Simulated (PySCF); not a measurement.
# C2HF2N (Difluoromethyl isocyanide): the cost of one run

Computed with PySCF 2.14.0, with density-fitted response routines of our own, on a single molecule in the gas phase. Atoms count from 0, in the outputs and in this text.

## 1. Starting geometry

6 atoms, charge 0, multiplicity 1; geometry from: GFN2-xTB. The atoms were then displaced at random by about 0.01 Å, so the start is not that level's minimum.

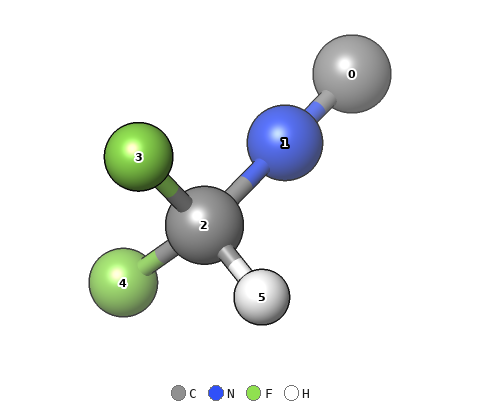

The starting geometry (carbon grey, nitrogen blue, fluorine green, hydrogen white), atoms numbered.

## 2. Geometry optimisation at PBE0-D3(BJ)/def2-SVP

What the job is given:

```
{"job": {"xc": "PBE0", "basis": "def2-SVP", "d3": "d3bj", "grid": 1, "shake": 0.01, "kind": "geom"}, "charge": 0, "multiplicity": 1}
C      2.142340    -0.053880    -0.061900
N      0.954740    -0.020370    -0.003040
C     -0.453760    -0.001860     0.052760
F     -0.879170     1.154360    -0.448160
F     -0.950940    -1.008070    -0.685740
H     -0.789050    -0.100190     1.101410
```

Started as:

```bash
$ OMP_NUM_THREADS=1 python probes_run.py task.json out
```

One launch serves the whole session: the jobs run in the order shown.

Q: Estimate the wall time and peak memory of this first job on 1 thread of Arm Neoverse V2, shared host.

About 15 s, with a peak of 0.32 GiB.
